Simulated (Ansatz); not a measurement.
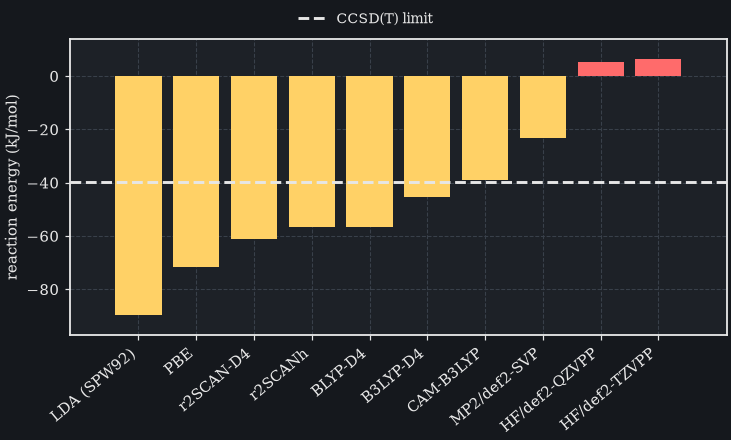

Electronic reaction energy of SiNH₃Cl₂ (N[SiH](Cl)Cl) + Cl ([Cl]) [doublet] → SiNH₂Cl₂ (N[Si](Cl)Cl) [doublet] + HCl (Cl) (SMILES in brackets) at several levels (functionals in def2-TZVPP unless a basis is named), isolated molecules at PBE0-D4 triple-zeta geometries, minima by their frequencies, no zero-point or thermal terms, the Ansatz code 0.2.0. The line is frozen-core CCSD(T) at the basis limit (MP2 extrapolated from triple and quadruple zeta, plus CCSD(T) less MP2 in a smaller set). No dispersion term is added to PBE, r2SCANh and CAM-B3LYP. The distance of MP2/def2-SVP to the limit includes basis error. The limit lies 6.1 kJ/mol from CCSD(T)/def2-TZVPP, so the line itself is uncertain by a part of that.

> Which level comes closest to the line (CCSD(T) limit), and which misses most?

Closest CAM-B3LYP (−38.9 kJ/mol), against −39.7 kJ/mol; farthest LDA (SPW92) (−89.6 kJ/mol).

> What do zero-point energy and temperature add?

Zero-point change −6.3 kJ/mol; at 298.15 K and 1 bar the CCSD(T) limit plus thermal terms gives an enthalpy of reaction of −43.8 and a free energy of −50.7 kJ/mol (harmonic PBE0-D4 modes, ideal gas).
